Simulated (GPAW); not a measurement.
Band structure of LiPd7 (Fm-3m, 8 atoms in the cell).

```xyz
8
Lattice="0.0000 3.8857 3.8857 3.8857 0.0000 3.8857 3.8857 3.8857 0.0000" Properties=species:S:1:pos:R:3 pbc="T T T"
Li     0.0000     0.0000     0.0000
Pd     3.8857     3.8857     3.8857
Pd     1.9429     1.9429     0.0000
Pd     1.9429     1.9429     3.8857
Pd     0.0000     1.9429     1.9429
Pd     3.8857     1.9429     1.9429
Pd     1.9429     0.0000     1.9429
Pd     1.9429     3.8857     1.9429
```
Moments meant for the start (each program seeds them in its own way; μB, in the order of the atoms Li Pd Pd Pd Pd Pd Pd Pd): 0.0 1.0 1.0 1.0 1.0 1.0 1.0 1.0.

Method: PBEsol, GPAW PAW datasets PBEsol (made by gpaw-setup) (plane waves; GPAW).

Settings: spinpol = true; mode = pw; ecut = 550 eV; xc = PBEsol; kpts = 5 5 5; mesh shift (steps) = 0 0 0; occupations.name = fermi-dirac; occupations.width = 0.136 eV; nbands = -14; symmetry.symmorphic = false; symmetry.tolerance = 0.0005; maxiter = 120; bandpath_npoints = 40.

The starting cell comes from a database of computed structures (which also holds hypothetical and non-ambient phases and stackings), without a prior relaxation at this level. The starting moments vanished: the run ended non-magnetic.

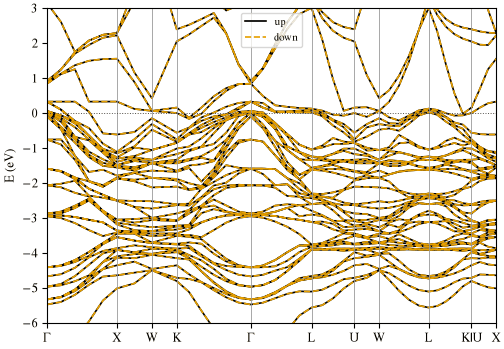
Bands along the path, energies from the Fermi level.

Levels in eV from the Fermi level, bands 54 to 61 of the first spin channel:
```tsv
point	54	55	56	57	58	59	60	61
Γ	0.05	0.32	0.32	0.32	0.83	0.83	0.83	0.91
X	-1.28	-1.16	-1.12	-0.62	0.32	1.55	2.22	2.28
W	-1.06	-0.48	-0.32	-0.16	0.05	0.05	0.42	4.77
K	-0.85	-0.83	-0.76	-0.57	-0.01	0.15	2.04	2.39
L	-1.05	0.01	0.01	0.08	0.12	3.00	3.28	3.28
U	-0.85	-0.83	-0.76	-0.57	-0.01	0.15	2.04	2.39
```

Bands cross the Fermi level along this path, so the cell is metallic at this level.

The net moment of the cell came out as 0.00 μB.
